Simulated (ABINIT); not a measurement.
# Quasiparticle gap of KCl (Sylvite) in ABINIT

Aim: the G0W0 gap of KCl (Sylvite) on PBE, step by step.

Program: ABINIT 10.8.3. Level of theory: PBE and many-body steps on it, plane waves. Results are calculated unless marked as measured.

### 1. The starting structure

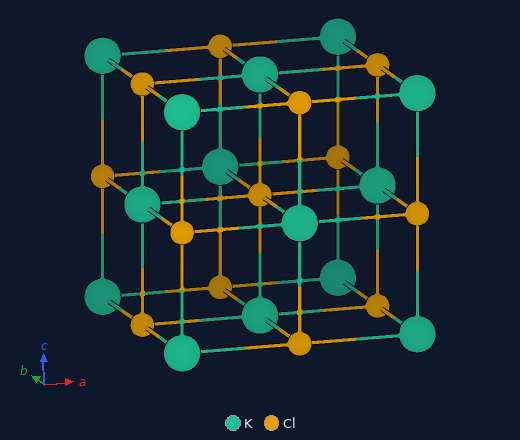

Start, viewed slightly off an axis; potassium teal, chlorine orange. This picture shows the conventional cell, with its axes. Some periodic images of atoms are drawn too.

The cell and positions come from the Crystallography Open Database and are kept as given unless a step says otherwise.

### 2. Ground state

This step: ABINIT 10.8.3; DFT, PBE, plane waves, norm-conserving pseudopotentials.

The ground-state density comes first.

run.abi

```
acell 3*1.0 Angstrom
rprim 
  -0.000000000000 3.146470000000 3.146470000000
  3.146470000000 0.000000000000 3.146470000000
  3.146470000000 3.146470000000 -0.000000000000
ntypat 2
znucl 19 17
natom 2
typat 1 2
xred 
  0.000000000000 0.000000000000 0.000000000000
  0.500000000000 0.500000000000 0.500000000000
pp_dirpath "pseudos"
pseudos "K.upf, Cl.upf"
ecut 33
ngkpt 6 6 6
nshiftk 1
shiftk 0 0 0
kptopt 1
chksymbreak 0
nband 13
occopt 1
tolvrs 1e-10
nstep 60
prtwf 0
optforces 0
optstress 0
indata_prefix "in"
outdata_prefix "out"
tmpdata_prefix "tmp"
```

The run is started by

```sh
> OMP_NUM_THREADS=1 mpirun -n 4 abinit run.abi > log
```

Numbers of over 12 decimals in the logs are rounded to 6 here.

What it wrote:

```text
.Version 10.8.3 of ABINIT. v10.8.2 released Aug 2026.

 Symmetries : space group Fm -3 m (#225); Bravais cF (face-center cubic)
================================================================================
 Values of the parameters that define the memory need of the present run
     intxc =       0    ionmov =       0      iscf =       7    lmnmax =       6
     lnmax =       6     mgfft =      45  mpssoang =       3    mqgrid =    3001
     natom =       2  nloc_mem =       1    nspden =       1   nspinor =       1
    nsppol =       1      nsym =      48    n1xccc =    2501    ntypat =       2
    occopt =       1   xclevel =       2
-    mband =          13        mffmem =           1         mkmem =           4
       mpw =        3823          nfft =       91125          nkpt =          16
================================================================================
  Rough estimation (10% accuracy) of disk space for files :
================================================================================

--------------------------------------------------------------------------------
------------- Echo of variables that govern the present computation ------------
--------------------------------------------------------------------------------
 -outvars: echo values of preprocessed input variables --------
            acell      1.8897261259E+00  1.8897261259E+00  1.8897261259E+00 Bohr

      chksymbreak           0
             ecut      3.30000000E+01 Hartree
-          fftalg         312

              ixc     -101130
              kpt      0.00000000E+00  0.00000000E+00  0.00000000E+00
                       1.66666667E-01  0.00000000E+00  0.00000000E+00
                       3.33333333E-01  0.00000000E+00  0.00000000E+00
                       5.00000000E-01  0.00000000E+00  0.00000000E+00
                       1.66666667E-01  1.66666667E-01  0.00000000E+00
                       3.33333333E-01  1.66666667E-01  0.00000000E+00
                       5.00000000E-01  1.66666667E-01  0.00000000E+00
                      -3.33333333E-01  1.66666667E-01  0.00000000E+00
                      -1.66666667E-01  1.66666667E-01  0.00000000E+00
   [... 5 further rows ...]
                      -3.33333333E-01  3.33333333E-01  1.66666667E-01
                      -3.33333333E-01  5.00000000E-01  1.66666667E-01
         kptrlatt        6    0    0      0    6    0      0    0    6
          kptrlen      5.04531993E+01
P           mkmem           4
            natom           2
            nband          13
            ngfft          45      45      45
             nkpt          16
            nstep          60
             nsym          48
           ntypat           2
              occ      2.000000  2.000000  2.000000  2.000000  2.000000  2.000000
                       2.000000  2.000000  0.000000  0.000000  0.000000  0.000000
                       0.000000
        optforces           0
        optstress           0
            prtwf           0
            rprim     -0.0000000000E+00  3.1464700000E+00  3.1464700000E+00
[...]
spgroup         225

           tolvrs      1.00000000E-10

             xred      0.0000000000E+00  0.0000000000E+00  0.0000000000E+00
[...]
znucl       19.00000   17.00000

================================================================================

 chkinp: Checking input parameters for consistency.

================================================================================
== DATASET  1 ==================================================================
-   mpi_nproc: 4, omp_nthreads: 1 (-1 if OMP is not activated)

--- !DatasetInfo
iteration_state: {dtset: 1, }
dimensions: {natom: 2, nkpt: 16, mband: 13, nsppol: 1, nspinor: 1, nspden: 1, mpw: 3823, }
cutoff_energies: {ecut:  33.0, pawecutdg:  -1.0, }
electrons: {nelect:   1.60000000E+01, charge:   0.00000000E+00, occopt:   1.00000000E+00, tsmear:   1.00000000E-02, }

 Real(R)+Recip(G) space primitive vectors, cartesian coordinates (Bohr,Bohr^-1):
 R(1)=  0.0000000  5.9459666  5.9459666  G(1)= -0.0840906  0.0840906  0.0840906
 R(2)=  5.9459666  0.0000000  5.9459666  G(2)=  0.0840906 -0.0840906  0.0840906
 R(3)=  5.9459666  5.9459666  0.0000000  G(3)=  0.0840906  0.0840906 -0.0840906
 Unit cell volume ucvol=  4.2043357E+02 bohr^3
 Angles (23,13,12)=  6.00000000E+01  6.00000000E+01  6.00000000E+01 degrees

 getcut: wavevector=  0.0000  0.0000  0.0000  ngfft=  45  45  45
         ecut(hartree)=     33.000   => boxcut(ratio)=   2.02345

--- Pseudopotential description ------------------------------------------------
- K Generated using ONCVPSP code by D. R. Hamann
- 19.00000   9.00000  171031                  znucl, zion, pspdat
12 -101130 2 -1 2222                          pspcod,pspxc,lmax,lloc,mmax
     nproj     2     2     2
  pspatm : epsatm=    8.42413758
         --- l  ekb(1:nproj) -->
[...]
pspatm: atomic psp has been read  and splines computed

- Cl Generated using ONCVPSP code by D. R. Hamann
- 17.00000   7.00000  171031                  znucl, zion, pspdat
12 -101130 2 -1 1028                          pspcod,pspxc,lmax,lloc,mmax
     nproj     2     2     2
  pspatm : epsatm=    9.12776517
         --- l  ekb(1:nproj) -->
[...]
2   -2.938609   -0.805455
 pspatm: atomic psp has been read  and splines computed

   2.80830444E+02                                ecore*ucvol(ha*bohr**3)
--------------------------------------------------------------------------------

_setup2: Arith. and geom. avg. npw (full set) are    3805.801    3805.789

================================================================================

--- !BeginCycle
iteration_state: {dtset: 1, }
solver: {iscf: 7, nstep: 60, nline: 4, wfoptalg: 0, }
tolerances: {tolvrs: 1.00E-10, }

     iter   Etot(hartree)      deltaE(h)  residm     vres2
 ETOT  1  -46.572690663610    -4.657E+01 7.370E-02 1.561E+02
 ETOT  2  -46.596654800576    -2.396E-02 9.852E-03 1.309E+01
 ETOT  3  -46.598321616511    -1.667E-03 3.702E-03 1.157E+00
 ETOT  4  -46.598367069413    -4.545E-05 3.358E-03 6.410E-02
 ETOT  5  -46.598368205033    -1.136E-06 1.372E-03 9.405E-04
 ETOT  6  -46.598368229973    -2.494E-08 1.022E-03 8.148E-06
 ETOT  7  -46.598368230966    -9.932E-10 1.084E-03 5.356E-07
 ETOT  8  -46.598368231011    -4.533E-11 5.155E-04 5.823E-09
 ETOT  9  -46.598368231012    -8.455E-13 5.050E-04 3.055E-10
 ETOT 10  -46.598368231012    -3.340E-13 2.059E-04 2.537E-12

 At SCF step   10       vres2   =  2.54E-12 < tolvrs=  1.00E-10 =>converged.

--- !ResultsGS
iteration_state: {dtset: 1, }
comment   : Summary of ground state results
lattice_vectors:
- [ -0.0000000,   5.9459666,   5.9459666, ]
- [  5.9459666,   0.0000000,   5.9459666, ]
- [  5.9459666,   5.9459666,  -0.0000000, ]
lattice_lengths: [   8.40887,    8.40887,    8.40887, ]
lattice_angles: [ 60.000,  60.000,  60.000, ] # degrees, (23, 13, 12)
lattice_volume:   4.2043357E+02
convergence: {deltae: -3.340E-13, res2:  2.537E-12, residm:  2.059E-04, diffor:  0.000E+00, }
etotal    :  -4.65983682E+01
entropy   :   0.00000000E+00
fermie    :  -8.50435789E-03
cartesian_stress_tensor: null
pressure_GPa: null
xred      :
- [  0.0000E+00,   0.0000E+00,   0.0000E+00,  K]
- [  5.0000E-01,   5.0000E-01,   5.0000E-01, Cl]
cartesian_forces: null
force_length_stats: {min: null, max: null, mean: null, }

 Integrated electronic density in atomic spheres:
 ------------------------------------------------
 Atom  Sphere_radius  Integrated_density
    1        2.00000          6.91065232
    2        2.00000          5.11724944
================================================================================

 ----iterations are completed or convergence reached----

 Mean square residual over all n,k,spin=   31.548E-07; max=  20.590E-05
 reduced coordinates (array xred) for    2 atoms
       0.000000000000      0.000000000000      0.000000000000
       0.500000000000      0.500000000000      0.500000000000
 rms dE/dt=  0.0000E+00; max dE/dt=  0.0000E+00; dE/dt below (all hartree)
    1       0.000000000000      0.000000000000      0.000000000000
    2       0.000000000000      0.000000000000      0.000000000000

 cartesian coordinates (angstrom) at end:
    1      0.000000     0.000000     0.000000
    2      3.146470     3.146470     3.146470
 length scales=  1.889726125908  1.889726125908  1.889726125908 bohr
              =  1.000000000000  1.000000000000  1.000000000000 angstroms
 prteigrs : about to open file out_EIG
 Fermi (or HOMO) energy (hartree) =  -0.00850   Average Vxc (hartree)=  -0.28070
 Eigenvalues (hartree) for nkpt=  16  k points:
 kpt#   1, nband= 13, wtk=  0.00463, kpt=  0.0000  0.0000  0.0000 (reduced coord)
  -1.00793   -0.45382   -0.40010   -0.40010   -0.40010   -0.00850   -0.00850   -0.00850
   0.18221    0.29896    0.29896    0.29896    0.33049
 prteigrs : prtvol=0 or 1, do not print more k-points.

--- !EnergyTerms
iteration_state     : {dtset: 1, }
comment             : Components of total free energy in Hartree
kinetic             :  1.59178987439124E+01
hartree             :  9.94220084210280E+00
xc                  : -1.09376488268514E+01
Ewald energy        : -3.08334400012199E+01
psp_core            :  6.67954381446766E-01
local_psp           : -3.77938247955532E+01
non_local_psp       :  6.43849142515018E+00
total_energy        : -4.65983682310124E+01
total_energy_eV     : -1.26800619636653E+03
band_energy         : -5.47274576956233E+00

== END DATASET(S) ==============================================================
================================================================================

 -outvars: echo values of variables after computation  --------
           etotal     -4.6598368231E+01
            nband          13
             nkpt          16
          spgroup         225
 [... the other variables as echoed above ...]

 Calculation completed.
```

Wall time 11 s (4 MPI ranks of Arm Neoverse V1, shared host); peak memory 0.32 GiB.

This step gave:

```yaml
total_energy: -1268.0062 eV
gap: 5.189 eV
k_of_the_valence_top: 0, 0, 0
k_of_the_conduction_bottom: 0, 0, 0
least_direct_gap: 5.189 eV
```

The gap is direct, at Γ.

### 3. Bands along the symmetry lines

Levels along a band path, at the cheap level, show where the edges lie and whether the meshes to come will hold them.

run.abi

```
acell 3*1.0 Angstrom
rprim 
  -0.000000000000 3.146470000000 3.146470000000
  3.146470000000 0.000000000000 3.146470000000
  3.146470000000 3.146470000000 -0.000000000000
ntypat 2
znucl 19 17
natom 2
typat 1 2
xred 
  0.000000000000 0.000000000000 0.000000000000
  0.500000000000 0.500000000000 0.500000000000
pp_dirpath "pseudos"
pseudos "K.upf, Cl.upf"
ecut 33
iscf -2
irdden 1
kptopt 0
nkpt 50
kpt 
  0.00000000 0.00000000 0.00000000
  0.06250000 0.00000000 0.06250000
  0.12500000 0.00000000 0.12500000
  0.18750000 0.00000000 0.18750000
  0.25000000 0.00000000 0.25000000
  0.31250000 0.00000000 0.31250000
  0.37500000 0.00000000 0.37500000
  0.43750000 0.00000000 0.43750000
  0.50000000 0.00000000 0.50000000
  0.51562500 0.03125000 0.51562500
  0.53125000 0.06250000 0.53125000
  0.54687500 0.09375000 0.54687500
  0.56250000 0.12500000 0.56250000
  0.57812500 0.15625000 0.57812500
  0.59375000 0.18750000 0.59375000
  0.60937500 0.21875000 0.60937500
  0.62500000 0.25000000 0.62500000
  0.37500000 0.37500000 0.75000000
  0.32812500 0.32812500 0.65625000
  0.28125000 0.28125000 0.56250000
  0.23437500 0.23437500 0.46875000
  0.18750000 0.18750000 0.37500000
  0.14062500 0.14062500 0.28125000
  0.09375000 0.09375000 0.18750000
  0.04687500 0.04687500 0.09375000
  0.00000000 0.00000000 0.00000000
  0.06250000 0.06250000 0.06250000
  0.12500000 0.12500000 0.12500000
  0.18750000 0.18750000 0.18750000
  0.25000000 0.25000000 0.25000000
  0.31250000 0.31250000 0.31250000
  0.37500000 0.37500000 0.37500000
  0.43750000 0.43750000 0.43750000
  0.50000000 0.50000000 0.50000000
  0.50000000 0.46875000 0.53125000
  0.50000000 0.43750000 0.56250000
  0.50000000 0.40625000 0.59375000
  0.50000000 0.37500000 0.62500000
  0.50000000 0.34375000 0.65625000
  0.50000000 0.31250000 0.68750000
  0.50000000 0.28125000 0.71875000
  0.50000000 0.25000000 0.75000000
  0.50000000 0.21875000 0.71875000
  0.50000000 0.18750000 0.68750000
  0.50000000 0.15625000 0.65625000
  0.50000000 0.12500000 0.62500000
  0.50000000 0.09375000 0.59375000
  0.50000000 0.06250000 0.56250000
  0.50000000 0.03125000 0.53125000
  0.50000000 0.00000000 0.50000000
istwfk *1
nband 15
nbdbuf 2
tolwfr 1e-08
nstep 40
prtwf 0
prtvol 0
indata_prefix "in"
outdata_prefix "out"
tmpdata_prefix "tmp"
```

What it wrote:

```text
.Version 10.8.3 of ABINIT. v10.8.2 released Aug 2026.

 Symmetries : space group Fm -3 m (#225); Bravais cF (face-center cubic)
[... echo of the input left out ...]
== DATASET  1 ==================================================================
-   mpi_nproc: 4, omp_nthreads: 1 (-1 if OMP is not activated)

--- !DatasetInfo
iteration_state: {dtset: 1, }
dimensions: {natom: 2, nkpt: 50, mband: 15, nsppol: 1, nspinor: 1, nspden: 1, mpw: 3840, }
cutoff_energies: {ecut:  33.0, pawecutdg:  -1.0, }
electrons: {nelect:   1.60000000E+01, charge:   0.00000000E+00, occopt:   1.00000000E+00, tsmear:   1.00000000E-02, }

 Real(R)+Recip(G) space primitive vectors, cartesian coordinates (Bohr,Bohr^-1):
 R(1)=  0.0000000  5.9459666  5.9459666  G(1)= -0.0840906  0.0840906  0.0840906
 R(2)=  5.9459666  0.0000000  5.9459666  G(2)=  0.0840906 -0.0840906  0.0840906
 R(3)=  5.9459666  5.9459666  0.0000000  G(3)=  0.0840906  0.0840906 -0.0840906
 Unit cell volume ucvol=  4.2043357E+02 bohr^3
 Angles (23,13,12)=  6.00000000E+01  6.00000000E+01  6.00000000E+01 degrees

 getcut: wavevector=  0.0000  0.0000  0.0000  ngfft=  45  45  45
         ecut(hartree)=     33.000   => boxcut(ratio)=   2.02345

--- Pseudopotential description ------------------------------------------------
- K Generated using ONCVPSP code by D. R. Hamann
- 19.00000   9.00000  171031                  znucl, zion, pspdat
12 -101130 2 -1 2222                          pspcod,pspxc,lmax,lloc,mmax
     nproj     2     2     2
  pspatm : epsatm=    8.42413758
         --- l  ekb(1:nproj) -->
             0   10.871123    0.806704
             1    4.379001    0.553647
             2   -3.405842   -1.029115
 pspatm: atomic psp has been read  and splines computed

- Cl Generated using ONCVPSP code by D. R. Hamann
- 17.00000   7.00000  171031                  znucl, zion, pspdat
12 -101130 2 -1 1028                          pspcod,pspxc,lmax,lloc,mmax
     nproj     2     2     2
  pspatm : epsatm=    9.12776517
         --- l  ekb(1:nproj) -->
[...]
pspatm: atomic psp has been read  and splines computed

--------------------------------------------------------------------------------

================================================================================
 prteigrs : about to open file out_EIG
 Non-SCF case, kpt    1 (  0.00000  0.00000  0.00000), residuals and eigenvalues=
  2.09E-09  4.81E-09  2.24E-09  3.41E-09  5.60E-09  2.96E-09  2.53E-09  6.06E-09
  8.74E-09  4.40E-09  6.33E-09  6.17E-09  4.18E-09  5.06E-09  2.12E-08
 -1.0079E+00 -4.5382E-01 -4.0010E-01 -4.0010E-01 -4.0010E-01 -8.5044E-03
 -8.5044E-03 -8.5044E-03  1.8221E-01  2.9896E-01  2.9896E-01  2.9896E-01
[...]
Non-SCF case, kpt    2 (  0.06250  0.00000  0.06250), residuals and eigenvalues=
  9.47E-09  3.07E-09  2.00E-09  7.17E-09  8.18E-09  3.97E-09  3.18E-09  9.72E-09
[...]
4.28E-09  5.02E-09  4.74E-09  9.96E-09  6.18E-09  4.12E-09  2.61E-09  9.52E-09
  8.70E-09  6.07E-09  5.35E-09  6.95E-09  8.24E-09  6.21E-09  2.42E-06
[...]
Non-SCF case, kpt   49 (  0.50000  0.03125  0.53125), residuals and eigenvalues=
[...]
Non-SCF case, kpt   50 (  0.50000  0.00000  0.50000), residuals and eigenvalues=
[...]
-1.0074E+00 -4.5018E-01 -4.0531E-01 -4.0214E-01 -4.0214E-01 -3.2597E-02
 -1.6693E-02 -1.6693E-02  2.3146E-01  2.9798E-01  3.6150E-01  3.6578E-01
[...]
--- !ResultsGS
iteration_state: {dtset: 1, }
comment   : Summary of ground state results
lattice_vectors:
- [ -0.0000000,   5.9459666,   5.9459666, ]
- [  5.9459666,   0.0000000,   5.9459666, ]
- [  5.9459666,   5.9459666,  -0.0000000, ]
lattice_lengths: [   8.40887,    8.40887,    8.40887, ]
lattice_angles: [ 60.000,  60.000,  60.000, ] # degrees, (23, 13, 12)
lattice_volume:   4.2043357E+02
convergence: {deltae:  0.000E+00, res2:  0.000E+00, residm:  9.991E-09, diffor:  0.000E+00, }
etotal    :  -4.65983682E+01
entropy   :   0.00000000E+00
fermie    :  -8.50435789E-03
cartesian_stress_tensor: null
pressure_GPa: null
xred      :
- [  0.0000E+00,   0.0000E+00,   0.0000E+00,  K]
- [  5.0000E-01,   5.0000E-01,   5.0000E-01, Cl]
cartesian_forces: null
force_length_stats: {min: null, max: null, mean: null, }

 Integrated electronic density in atomic spheres:
 ------------------------------------------------
 Atom  Sphere_radius  Integrated_density
[...]
================================================================================

 ----iterations are completed or convergence reached----

 Mean square residual over all n,k,spin=   59.207E-10; max=  99.909E-10
 reduced coordinates (array xred) for    2 atoms
       0.000000000000      0.000000000000      0.000000000000
       0.500000000000      0.500000000000      0.500000000000

 cartesian coordinates (angstrom) at end:
    1      0.000000     0.000000     0.000000
    2      3.146470     3.146470     3.146470
 length scales=  1.889726125908  1.889726125908  1.889726125908 bohr
              =  1.000000000000  1.000000000000  1.000000000000 angstroms
 prteigrs : about to open file out_EIG
 Eigenvalues (hartree) for nkpt=  50  k points:
 kpt#   1, nband= 15, wtk=  1.00000, kpt=  0.0000  0.0000  0.0000 (reduced coord)
[...]
kpt#   2, nband= 15, wtk=  1.00000, kpt=  0.0625  0.0000  0.0625 (reduced coord)
[...]
kpt#   3, nband= 15, wtk=  1.00000, kpt=  0.1250  0.0000  0.1250 (reduced coord)
[...]
kpt#  49, nband= 15, wtk=  1.00000, kpt=  0.5000  0.0313  0.5313 (reduced coord)
  -1.00742   -0.45033   -0.40528   -0.40217   -0.40193   -0.03248   -0.01708   -0.01690
   0.23245    0.29919    0.35943    0.36660    0.37969    0.41827    0.41945
 kpt#  50, nband= 15, wtk=  1.00000, kpt=  0.5000  0.0000  0.5000 (reduced coord)
  -1.00742   -0.45018   -0.40531   -0.40214   -0.40214   -0.03260   -0.01669   -0.01669
   0.23146    0.29798    0.36150    0.36578    0.38035    0.41824    0.41824

== END DATASET(S) ==============================================================
================================================================================

 -outvars: echo values of variables after computation  --------
            nband          15
             nkpt          50
          spgroup         225
 [... the other variables as echoed above ...]

 Calculation completed.
```

Elapsed: 21 s, on 4 MPI ranks; peak memory 0.3 GiB.

Numbers from this step:

```yaml
gap: 5.189 eV
k_of_the_valence_top: 0, 0, 0
k_of_the_conduction_bottom: 0, 0, 0
least_direct_gap: 5.189 eV
```

The gap is 5.189 eV, as in the run before at this level.

The electronic bands at the labelled points (eV, zero at the top of the highest filled band; v1 is the highest filled band, c1 the lowest empty one):

```
    point      v4     v3     v2     v1    c1    c2     c3     c4
        Γ  -10.66   0.00   0.00   0.00  5.19  8.37   8.37   8.37
        X  -10.71  -0.66  -0.22  -0.22  6.53  8.34  10.07  10.18
        U  -10.60  -0.56  -0.55  -0.29  7.27  9.07   9.30  10.07
jump to K  -10.60  -0.56  -0.55  -0.29  7.27  9.07   9.30  10.07
        Γ  -10.66   0.00   0.00   0.00  5.19  8.37   8.37   8.37
        L  -10.42  -1.05  -0.32  -0.32  7.58  8.60  10.50  10.50
        W  -10.57  -0.49  -0.47  -0.47  8.03  8.03   9.44   9.85
        X  -10.71  -0.66  -0.22  -0.22  6.53  8.34  10.07  10.18
```

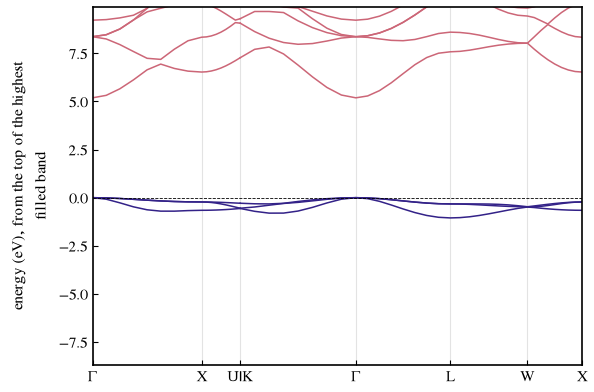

Electronic bands along the path; lines of filled and empty bands in two colours.

(Part 1 of 2 ends here.)

[Paths, hosts, dates, memory and timing lines, banners, echoed tables and standing remarks are left out of the program output.]

[Logs are printed without paths, hosts, clocks, repeated set-up lines and the standing remarks that a program may print on its own settings, such as how far it seeks lower states.]

[Runs of the session that timed out or met a known fault of the program may be left out.]

[Hosts, paths, dates, database ids (printed as entryN), source tags and the programs' standing remarks are cut or masked in the printed files.]

[G0W0 gaps are taken among the corrected bands and points alone; a level outside them can change the order at an edge.]

[Where Ansatz stands beside ABINIT at settings called matched, ABINIT's density can come from a denser mesh and the files from another edition; pairs whose starting gaps differed by over 0.03 eV were left out, so agreement reads better than it is.]
